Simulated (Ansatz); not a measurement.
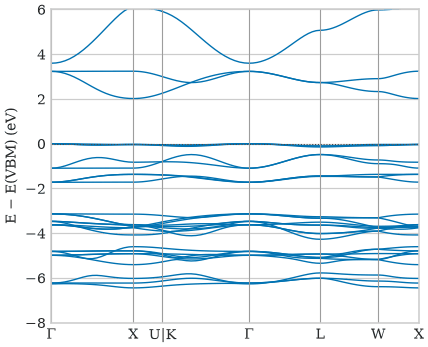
Figure. Band structure from DFT-r²SCAN in the program Ansatz with PAW potentials

Task: Read off the gap and where the band edges lie.

Result: About 2.0 eV (2.02 eV by a search for the band edges); maximum at Γ, minimum at X.

Task: Which of these materials gives this?
(A) Li3Sb, Fm-3m (Li on 4b, Li on 8c, Sb on 4a)
(B) Li2H6Pt, Fm-3m (Li on 8c, H on 24e, Pt on 4a)
(C) KRb2RhF6, Fm-3m (K on 4b, Rb on 8c, Rh on 4a, F on 24e)
(D) Rb2AgRhF6, Fm-3m (Rb on 8c, Ag on 4b, Rh on 4a, F on 24e)

Result: D, Rb2AgRhF6, Fm-3m (Rb on 8c, Ag on 4b, Rh on 4a, F on 24e)

The first step of the workflow began from a Materials Project structure, measured or hypothetical; the Crystallography Open Database copy checked does not list it. Its standing as an ambient phase is unchecked. The cell was relaxed with r²SCAN under the symmetry of its start; its stability against distortions is not shown here. The run is not spin-polarised. Scalar-relativistic: spin–orbit coupling is off unless named, which matters more the heavier the elements.

Potentials: the later of the program's two PAW sets.
